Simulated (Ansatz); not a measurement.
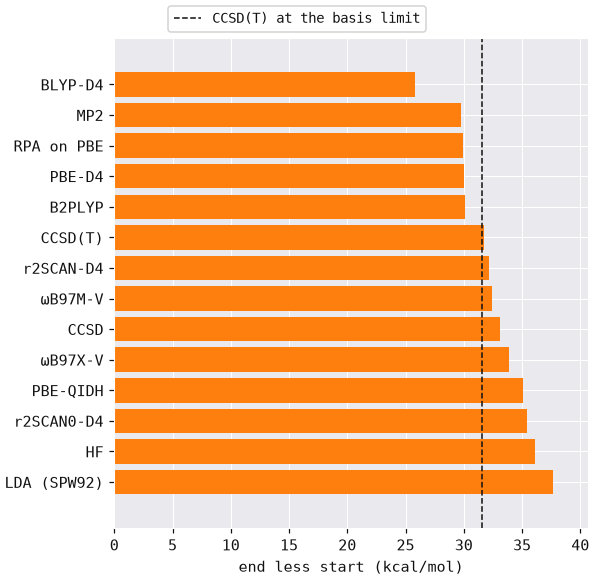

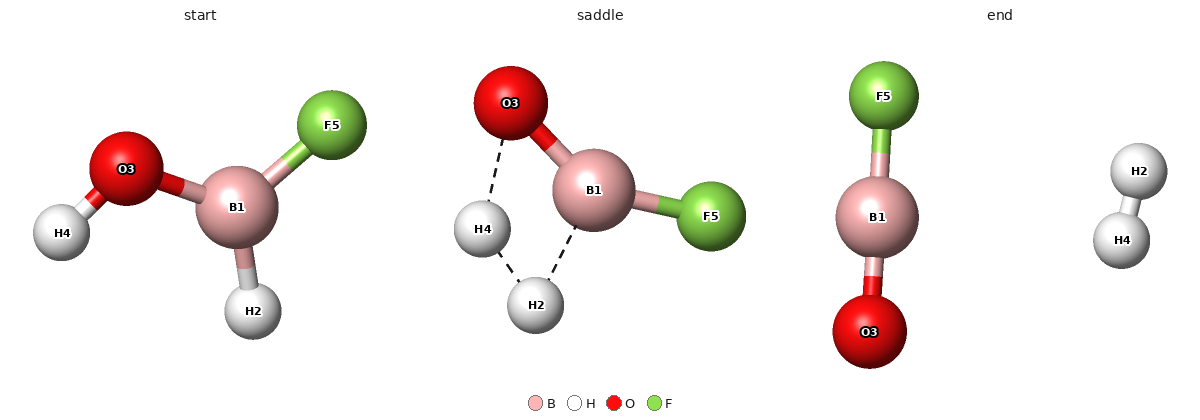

Energy change in one step of BH₂OF at several levels. In the step H2–H4 (2.39 → 0.98 → 0.75 Å) forms; B1–H2 (1.20 → 1.43 → 3.00 Å) and O3–H4 (0.96 → 1.41 → 2.99 Å) break (lengths at start, saddle and end; changes of bond order aren't listed). Electronic energies at PBE0-D4/def2-TZVP geometries, energies in def2-TZVPP, the Ansatz code; cores frozen in correlated methods, no zero-point terms. Start and end are the structures at the ends of the path (complexes, where there are several molecules). The line is the MP2 basis limit plus CCSD(T) less MP2 in triple zeta. RPA on PBE, B2PLYP and PBE-QIDH hold a correlation term that converges slowly with the basis, so part of the distance to the limit is basis error. No dispersion term is added to B2PLYP and PBE-QIDH. The distance of MP2, CCSD(T) and CCSD to the limit includes basis error.

### Which level comes closest to the line (CCSD(T) at the basis limit), and which misses most?

Closest CCSD(T) (31.7 kcal/mol), against 31.6 kcal/mol; farthest LDA (SPW92) (37.6 kcal/mol).

### Give the values.

```tsv
level	kcal/mol	less CCSD(T) at the basis limit
BLYP-D4	25.8	−5.8
MP2	29.8	−1.8
RPA on PBE	30.0	−1.6
PBE-D4	30.0	−1.5
B2PLYP	30.1	−1.5
CCSD(T)	31.7	0.1
r2SCAN-D4	32.2	0.6
ωB97M-V	32.4	0.8
CCSD	33.1	1.5
ωB97X-V	33.8	2.3
PBE-QIDH	35.1	3.5
r2SCAN0-D4	35.5	3.9
HF	36.1	4.6
LDA (SPW92)	37.6	6.1
CCSD(T) at the basis limit	31.6	0.0
```
